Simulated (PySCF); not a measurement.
# NMR shielding calculation, with input and output: C7H12OSSi

The run: NMR shielding calculation of C7H12OSSi. Method and program: GIAO PBE0/pcSseg-1 NMR shielding, non-relativistic, gas phase (PySCF 2.14.0).

The geometry comes from this level: GFN2-xTB. It belongs to a series of runs on one base structure; here: H on C replaced by isopropenyl. Figures and captions count atoms from 1; the log counts them from 0 in places.

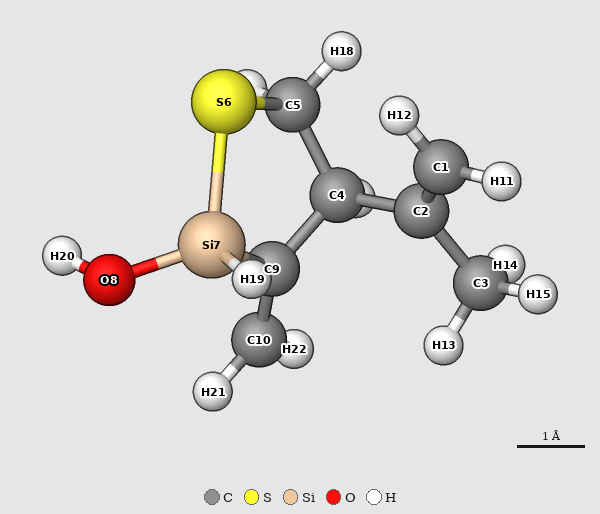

The structure (ball-and-stick view, seen at a tilt; atoms are numbered from 1 in the order of the input).

Results in brief:

| quantity | value |
| --- | --- |
| outcome | converged |
| total energy | −1036.170184 hartree |
| HOMO | −6.71 eV |
| LUMO | −0.71 eV |
| dipole moment | 2.71 D |
| isotropic shielding, C | 27.0 to 162.7 ppm |
| isotropic shielding, S | 627.0 ppm |
| isotropic shielding, Si | 352.7 ppm |
| isotropic shielding, O | 294.4 ppm |
| isotropic shielding, H | 25.7 to 30.3 ppm |
| hardware | 1 CPU thread, shared host |
| wall time | 2 min |
| peak memory | 1.1 GiB |

The input:
```
{"job": {"kind": "nmr", "xc": "PBE0", "basis": "pcSseg-1"}, "charge": 0, "multiplicity": 1}
C     -1.651000     0.706537     1.531700
C     -1.339293     0.489403     0.264746
C     -1.799762     1.399079    -0.834436
C     -0.472995    -0.659989    -0.209098
C     -0.375082    -1.825371     0.772776
S      0.819571    -1.535929     2.139449
Si     1.881753     0.038948     1.135088
O      3.481057    -0.204777     1.029575
C      0.909022    -0.117037    -0.469368
C      1.360610     0.178107    -1.678971
H     -2.263088     1.546063     1.815863
H     -1.325523     0.072055     2.336084
H     -0.942976     1.786290    -1.385321
H     -2.431527     0.855619    -1.537354
H     -2.365587     2.235773    -0.434007
H     -0.903817    -1.047766    -1.140667
H     -0.026604    -2.719109     0.253331
H     -1.337265    -2.040816     1.234531
H      1.793858     1.303669     1.836986
H      3.859429    -1.057680     0.826562
H      2.348740     0.582618    -1.822473
H      0.770068     0.033700    -2.572024
```

The first line tells a small driver script what to run in PySCF; the rest is the geometry in Å.

Command:
```bash
OMP_NUM_THREADS=1 python <driver script> task.json out
```

The program's output:
```
coarse grid: 19376 points
cycle   1  E = -1035.9693241994  dE =  1.384e+00  |g| = 7.872e-01  |ddm| = 4.443e+00
cycle   2  E = -1035.8645508130  dE =  1.048e-01  |g| = 1.102e+00  |ddm| = 1.612e+00
cycle   3  E = -1036.0914819817  dE = -2.269e-01  |g| = 1.379e-01  |ddm| = 1.077e+00
cycle   4  E = -1036.0954378173  dE = -3.956e-03  |g| = 4.141e-02  |ddm| = 1.759e-01
cycle   5  E = -1036.0957640734  dE = -3.263e-04  |g| = 2.009e-02  |ddm| = 5.790e-02
cycle   6  E = -1036.0958578037  dE = -9.373e-05  |g| = 5.561e-03  |ddm| = 2.356e-02
cycle   7  E = -1036.0958653815  dE = -7.578e-06  |g| = 9.402e-04  |ddm| = 5.674e-03
final grid: 177800 points
cycle   8  E = -1036.1701549586  dE = -6.255e-05  |g| = 1.094e-02  |ddm| = 4.890e-02
cycle   9  E = -1036.1701351295  dE =  1.983e-05  |g| = 1.429e-02  |ddm| = 2.543e-02
cycle  10  E = -1036.1701828492  dE = -4.772e-05  |g| = 2.142e-03  |ddm| = 1.660e-02
cycle  11  E = -1036.1701838767  dE = -1.028e-06  |g| = 4.264e-04  |ddm| = 2.281e-03
cycle  12  E = -1036.1701839167  dE = -3.997e-08  |g| = 1.828e-04  |ddm| = 5.393e-04
cycle  13  E = -1036.1701839243  dE = -7.598e-09  |g| = 4.245e-05  |ddm| = 2.026e-04
cycle  14  E = -1036.1701839247  dE = -4.363e-10  |g| = 1.212e-05  |ddm| = 7.958e-05
```

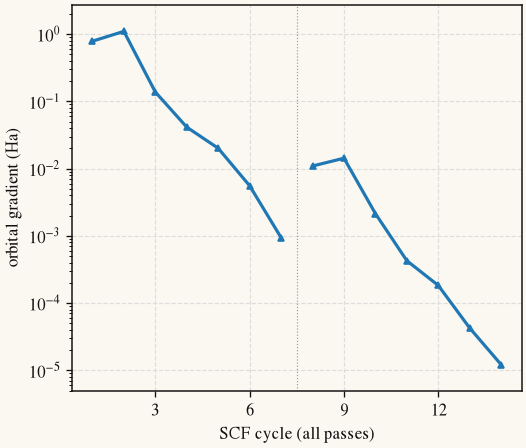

Convergence of the self-consistent field: orbital gradient against the SCF cycle. The dotted line marks the change from a coarse to the final integration grid. The first 7 cycles use a coarse grid, the final grid takes over at cycle 8, and the field converges after 14 cycles in all.

```
converged SCF energy = -1036.1701839247

GIAO shielding tensors (ppm)
atom      isotropic    diamagn.    paramagn.     s11        s22        s33       span
  0 C       67.572     253.746    -186.174    -34.143     80.061    156.798    190.941
  1 C       35.043     262.697    -227.654    -86.430     34.867    156.691    243.122
  2 C      162.671     246.391     -83.721    140.861    159.887    187.264     46.403
  3 C      129.239     246.477    -117.238    118.062    125.966    143.688     25.626
  4 C      148.313     249.497    -101.183    122.861    155.781    166.298     43.437
  5 S      627.011    1058.848    -431.837    520.483    625.599    734.951    214.468
  6 Si     352.651     879.195    -526.544    305.531    348.014    404.408     98.877
  7 O      294.405     384.581     -90.176    259.218    300.940    323.058     63.839
  8 C       27.002     267.486    -240.485    -77.610     12.765    145.850    223.460
  9 C       55.713     253.243    -197.531    -54.930     62.574    159.494    214.425
 10 H       26.543      31.118      -4.575     23.995     25.486     30.148      6.153
 11 H       25.733      33.198      -7.465     21.642     24.862     30.695      9.053
 12 H       29.526      31.119      -1.593     24.538     30.666     33.376      8.838
 13 H       30.256      29.682       0.575     26.407     28.111     36.252      9.845
 14 H       30.134      29.907       0.227     25.795     28.582     36.025     10.231
 15 H       29.086      35.261      -6.175     25.150     28.872     33.237      8.087
 16 H       28.295      31.771      -3.476     21.730     27.587     35.569     13.839
 17 H       28.785      32.299      -3.514     23.934     27.032     35.388     11.454
 18 H       26.303      29.289      -2.987     21.778     25.783     31.347      9.569
 19 H       30.022      30.470      -0.448     22.202     24.927     42.938     20.735
 20 H       25.959      30.855      -4.896     22.842     24.378     30.658      7.816
 21 H       25.682      32.541      -6.859     21.864     24.916     30.266      8.401
```

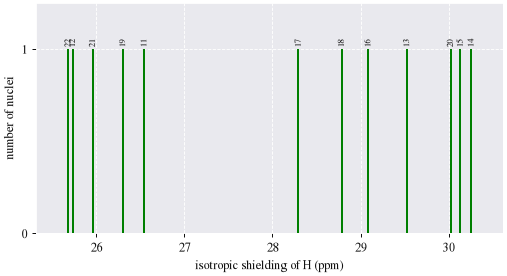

Isotropic shieldings of the hydrogen nuclei in this fixed geometry, labelled by atom number; shielding grows to the right, so chemical shift grows to the left. The least shielded is H22 (25.7 ppm), the most shielded H14 (30.3 ppm).

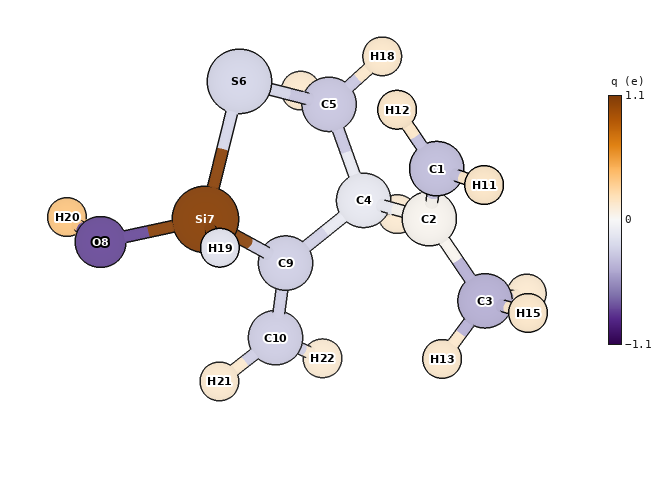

IAO charges, as the colour of each atom (ball-and-stick view, seen at a tilt; atoms are numbered from 1 in the order of the input). By element: C −0.42 to +0.03, S −0.23, Si +1.05, O −0.78 and H −0.14 to +0.37 e.
